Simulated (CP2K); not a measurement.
**PM6 run of [BPNH6]− (SMILES N[BH2-]P)**

What is the vertical electron affinity of [BPNH6]− at PM6? 

The results are computed with CP2K 2026.2.

2 further runs of the same task are left out: 1 that didn't finish, 1 set aside as unsound or not needed.

## 1. The molecule

The species is [BPNH6]− (9 atoms), meant as a singlet with charge -1. As SMILES, `N[BH2-]P`. Geometry: relaxed at GFN2-xTB. This is one conformer, not always the lowest.

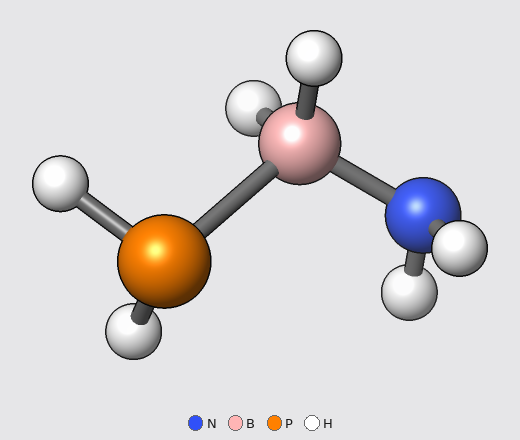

The structure, seen from a chosen angle (nitrogen blue, boron pink, phosphorus orange, hydrogen white).

## 2. Energy and gradient at PM6

Input file molecule.pdb:

```
HETATM    1 N    MOL A   1       0.002   0.523  -1.452  1.00  0.00           N
HETATM    2 B    MOL A   1      -0.512   0.449  -0.023  1.00  0.00           B
HETATM    3 P    MOL A   1       0.881  -0.486   1.212  1.00  0.00           P
HETATM    4 H    MOL A   1       0.205  -0.401  -1.819  1.00  0.00           H
HETATM    5 H    MOL A   1       0.868   1.049  -1.504  1.00  0.00           H
HETATM    6 H    MOL A   1      -1.515  -0.219   0.050  1.00  0.00           H
HETATM    7 H    MOL A   1      -0.644   1.553   0.452  1.00  0.00           H
HETATM    8 H    MOL A   1       0.664  -1.785   0.788  1.00  0.00           H
HETATM    9 H    MOL A   1       0.050  -0.683   2.296  1.00  0.00           H
END
```

Input file qs.inp:

```
&GLOBAL
 PROJECT qs
 RUN_TYPE ENERGY_FORCE
 PRINT_LEVEL MEDIUM
&END GLOBAL
&FORCE_EVAL
 METHOD QUICKSTEP
 &DFT
  CHARGE -1
  MULTIPLICITY 1
  &QS
   METHOD PM6
   EPS_DEFAULT 1.0E-10
   &SE
    &COULOMB
     CUTOFF [angstrom] 50
     RC_RANGE [angstrom] 0
    &END COULOMB
    &EXCHANGE
     CUTOFF [angstrom] 50
     RC_RANGE [angstrom] 0
    &END EXCHANGE
   &END SE
  &END QS
  &POISSON
   PERIODIC NONE
   POISSON_SOLVER ANALYTIC
  &END POISSON
  ! self-consistent field
  &SCF
   SCF_GUESS ATOMIC
   EPS_SCF 1.0E-06
   MAX_SCF 100
   &DIAGONALIZATION
    ALGORITHM STANDARD
   &END DIAGONALIZATION
   &MIXING
    METHOD DIRECT_P_MIXING
    ALPHA 0.4
   &END MIXING
  &END SCF
  &PRINT
   &MOMENTS
    PERIODIC F
    REFERENCE COM
    MAX_MOMENT 1
   &END MOMENTS
   &MO ON
    ENERGIES T
    OCCUPATION_NUMBERS T
    NDIGITS 6
    &EACH
     QS_SCF 0
    &END EACH
    ADD_LAST NUMERIC
   &END MO
   &HIRSHFELD OFF
   &END HIRSHFELD
  &END PRINT
 &END DFT
 &SUBSYS
  ! vacuum box
  &CELL
   ABC [angstrom] 14.4 15.3 16.1
   PERIODIC NONE
  &END CELL
  &TOPOLOGY
   COORD_FILE_NAME molecule.pdb
   COORD_FILE_FORMAT PDB
   CONN_FILE_FORMAT OFF
   &CENTER_COORDINATES
   &END CENTER_COORDINATES
  &END TOPOLOGY
 &END SUBSYS
 ! extra output
 &PRINT
  &FORCES ON
  &END FORCES
 &END PRINT
&END FORCE_EVAL
```

Run with:

```
OMP_NUM_THREADS=1 cp2k.psmp -i qs.inp -o qs.out
```

The log of the run:

```text
CP2K| version string:                                       CP2K version 2026.2
[...]
 GLOBAL| Method name                                                        CP2K
[...]
 GLOBAL| Run type                                                   ENERGY_FORCE
[...]
                             - Atoms:                                          9
[...]
                             - Spherical basis functions:                     23
[...]
 Number of electrons:                                                         20
[...]
     1 P_Mix/Diag. 0.40E+00    0.0     0.81562925       -10.8484749249 -1.08E+01
[...]
    16 DIIS/Diag.  0.79E-07    0.0     0.00000018       -16.9147633684 -1.55E-11
  *** SCF run converged in    16 steps ***
  Core-core repulsion energy [eV]:                            875.79355458339626
  Core Hamiltonian energy [eV]:                              -741.70076243217466
  Two-electron integral energy [eV]:                        -1188.73382202390098
  Electronic energy [eV]:                                   -1336.06767344412492
  Total energy [eV]:                                         -460.27411886072889
  Atomic reference energy [eV]:                               459.25562474803922
  Heat of formation [kcal/mol]:                               -23.48703406306018
[...]
 SE_DIPOLE| Moment [Debye]         -2.11933270       2.81355804      -1.32649690
 SE_DIPOLE| Derivative [a.u.]       0.00000000       0.00000000       0.00000000
 ENERGY| Total FORCE_EVAL ( QS ) energy [hartree]            -16.914763368414032
 FORCES| Atomic forces [hartree/bohr]
 FORCES|   Atom     x               y               z               |f|
 FORCES|      1  4.14868964E-03  1.67208875E-03 -1.90169415E-02   1.95359046E-02
 FORCES|      2 -9.50070590E-03  9.22945002E-03  2.38117051E-03   1.34579394E-02
 FORCES|      3  3.23805541E-02  2.70022440E-02 -7.76369864E-03   4.28706949E-02
 FORCES|      4 -1.32961848E-03  3.94816833E-03  4.21384786E-03   5.92557442E-03
 FORCES|      5 -4.23844086E-03 -2.51224612E-03  3.16152272E-03   5.85414275E-03
 FORCES|      6  2.05260107E-03  4.53707015E-03 -1.46397676E-03   5.19051102E-03
 FORCES|      7 -2.49710142E-03 -4.07392079E-03 -3.88254420E-03   6.15682512E-03
 FORCES|      8  2.96569013E-03 -4.30669921E-02 -2.09540524E-02   4.79857629E-02
 FORCES|      9 -2.39816683E-02  3.26413776E-03  4.33246724E-02   4.96266284E-02
 FORCES| Sum     1.11022302E-16  1.11022302E-16 -6.24500451E-17
 FORCES| Total atomic force                                       1.68973109E-16
[...]
```

It took 1.3 s on 1 thread of AMD EPYC 7R43 (Zen 3), shared host; peak memory 0.18 GiB.

## 3. Doublet [BPNH6]2−, same level

molecule.pdb is that of step 2.

Input file mol.inp:

```
&global
 project mol
 run_type ENERGY_FORCE
 print_level MEDIUM
&end global

&force_eval
 method QS
 &dft
  charge -2
  multiplicity 2
  uks T
  &qs
   method PM6
   eps_default 1.0E-10
   &se
    &coulomb
     cutoff [angstrom] 50
     rc_range [angstrom] 0
    &end coulomb
    &exchange
     cutoff [angstrom] 50
     rc_range [angstrom] 0
    &end exchange
   &end se
  &end qs
  &poisson
   periodic NONE
   poisson_solver ANALYTIC
  &end poisson
  &scf
   scf_guess ATOMIC
   eps_scf 1.0E-06
   max_scf 80
   added_mos 4
   &diagonalization
    algorithm STANDARD
   &end diagonalization
   &mixing
    method DIRECT_P_MIXING
    alpha 0.4
   &end mixing
  &end scf
  &print
   &moments
    periodic F
    reference COM
    max_moment 1
   &end moments
   &mo ON
    energies T
    occupation_numbers T
    ndigits 6
    &each
     qs_scf 0
    &end each
    add_last NUMERIC
   &end mo
   &hirshfeld OFF
   &end hirshfeld
  &end print
 &end dft
 &subsys
  &cell
   abc [angstrom] 14.4 15.3 16.1
   periodic NONE
  &end cell
  &topology
   coord_file_name molecule.pdb
   coord_file_format PDB
   conn_file_format OFF
   &center_coordinates
   &end center_coordinates
  &end topology
 &end subsys
 &print
  &forces ON
  &end forces
 &end print
&end force_eval
```

Run with:

```
OMP_NUM_THREADS=1 cp2k.psmp -i mol.inp > mol.out 2>&1
```

The log of the run:

```text
CP2K| version string:                                       CP2K version 2026.2
[...]
 GLOBAL| Method name                                                        CP2K
[...]
 GLOBAL| Run type                                                   ENERGY_FORCE
[...]
                             - Atoms:                                          9
[...]
                             - Spherical basis functions:                     23
[...]
 Number of electrons:                                                         11
[...]
     1 P_Mix/Diag. 0.40E+00    0.0     0.55107156        -9.5236213672 -9.52E+00
[...]
    23 DIIS/Diag.  0.33E-06    0.0     0.00000100       -16.6374604318 -2.30E-11
  *** SCF run converged in    23 steps ***
  Core-core repulsion energy [eV]:                            875.79355458339626
  Core Hamiltonian energy [eV]:                              -762.61193384114301
  Two-electron integral energy [eV]:                        -1131.81988589975163
  Electronic energy [eV]:                                   -1328.52187679101871
  Total energy [eV]:                                         -452.72832220762257
  Atomic reference energy [eV]:                               459.25562474803922
  Heat of formation [kcal/mol]:                               150.52318437247848
[...]
 SE_DIPOLE| Moment [Debye]         -2.98056240       2.99986802      -0.59488645
 SE_DIPOLE| Derivative [a.u.]       0.00000000       0.00000000       0.00000000
 ENERGY| Total FORCE_EVAL ( QS ) energy [hartree]            -16.637460431790391
 FORCES| Atomic forces [hartree/bohr]
 FORCES|   Atom     x               y               z               |f|
 FORCES|      1 -1.03545551E-02  1.58119786E-02 -5.04757226E-02   5.38983678E-02
 FORCES|      2 -3.75867728E-02  1.94072179E-02 -1.28111983E-02   4.41987827E-02
 FORCES|      3  8.35299906E-02  2.86954528E-03  3.35866285E-02   9.00752754E-02
 FORCES|      4  2.38611815E-03  1.94040853E-03  1.40179812E-02   1.43513951E-02
 FORCES|      5 -2.12071218E-03 -7.65867569E-03  1.22396065E-02   1.45931731E-02
 FORCES|      6 -9.20668592E-04  9.45362502E-03 -5.10532877E-03   1.07834613E-02
 FORCES|      7 -5.14680773E-03 -5.29815592E-03 -7.53634772E-03   1.05525648E-02
 FORCES|      8 -1.38322435E-03 -4.17403479E-02 -2.54514710E-02   4.89075385E-02
 FORCES|      9 -2.84033680E-02  5.21440423E-03  4.15358522E-02   5.05882233E-02
 FORCES| Sum    -3.88578059E-16  1.24900090E-16 -7.63278329E-16
 FORCES| Total atomic force                                       8.65555745E-16
[...]
```

Wall time 1.4 s (1 thread of AMD EPYC 7R43 (Zen 3), shared host); peak memory 0.18 GiB.

## 4. Results

Level: PM6.

| quantity | value |
| --- | --- |
| singlet [BPNH6]−: total energy | -16.91476 Eh |
| singlet [BPNH6]−: HOMO energy | -3.01 eV |
| singlet [BPNH6]−: heat of formation at this unrelaxed shape | -23.5 kcal/mol |
| singlet [BPNH6]−: largest force on an atom | 2.552 eV/Å |
| doublet [BPNH6]2−: total energy | -16.63746 Eh |
| doublet [BPNH6]2−: HOMO energy (highest over α and β) | 7.41 eV |
| doublet [BPNH6]2−: LUMO energy (lowest over α and β) | 14.71 eV |
| doublet [BPNH6]2−: heat of formation at this unrelaxed shape | 150.5 kcal/mol |
| doublet [BPNH6]2−: largest force on an atom | 4.632 eV/Å |
| vertical electron affinity (to the doublet dianion) | -7.546 eV |

In words: The dianion lies 7.55 eV (174 kcal/mol) above the anion: the electron isn't bound at this level. The largest force (singlet [BPNH6]−) is 2.55 eV/Å: the shape isn't a stationary point for this species at this level. The HOMO (doublet [BPNH6]2−) lies at positive energy, 7.41 eV: the electron is unbound at this level or held by a compact basis; values depend on the basis.
